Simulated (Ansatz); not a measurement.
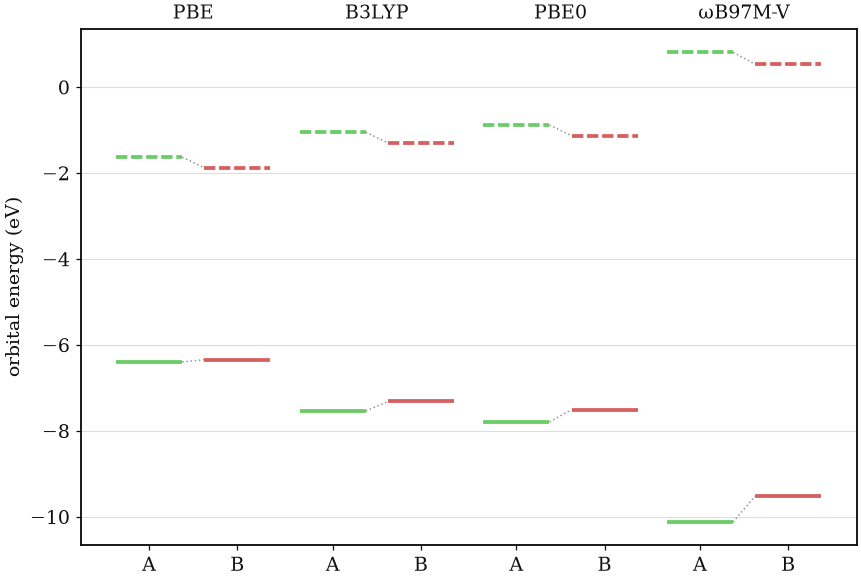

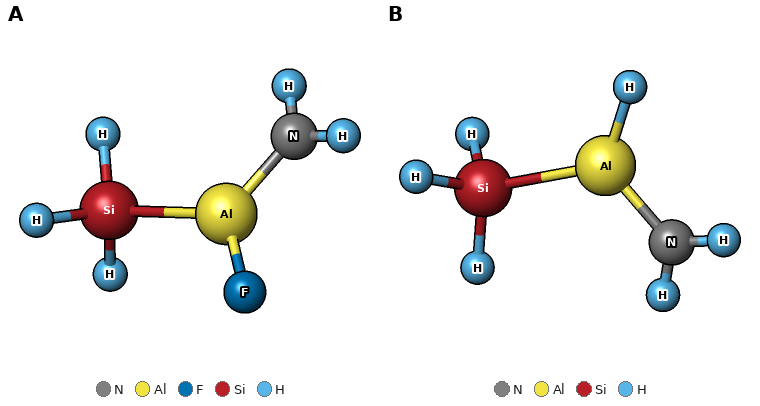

One change: A, AlSiNH₅F (SMILES [NH2][Al]([F])[SiH3]), becomes B, AlSiNH₆ (SMILES [NH2][AlH][SiH3]). F on Al is replaced by H. HOMO (solid) and LUMO (dashed) computed in def2-TZVPP at PBE0-D4/def2-TZVP geometries, both minima by their frequencies, gas phase, the Ansatz code. Empty levels above zero depend strongly on the basis.

**What does the change do to HOMO and LUMO?**

PBE: the HOMO rises by 0.05 eV, the LUMO falls by 0.25 eV, and the separation goes from 4.77 to 4.47 eV. B3LYP: the HOMO rises by 0.22 eV, the LUMO falls by 0.25 eV, and the separation goes from 6.49 to 6.02 eV. PBE0: the HOMO rises by 0.28 eV, the LUMO falls by 0.25 eV, and the separation goes from 6.91 to 6.38 eV. ωB97M-V: the HOMO rises by 0.60 eV, the LUMO falls by 0.28 eV, and the separation goes from 10.93 to 10.06 eV.

**Do the functionals agree on the effect?**

They agree on the direction for both levels; the HOMO shift lies between 0.05 and 0.60 eV and the LUMO shift between −0.28 and −0.25 eV, while the separations themselves differ by up to 6.2 eV between functionals.
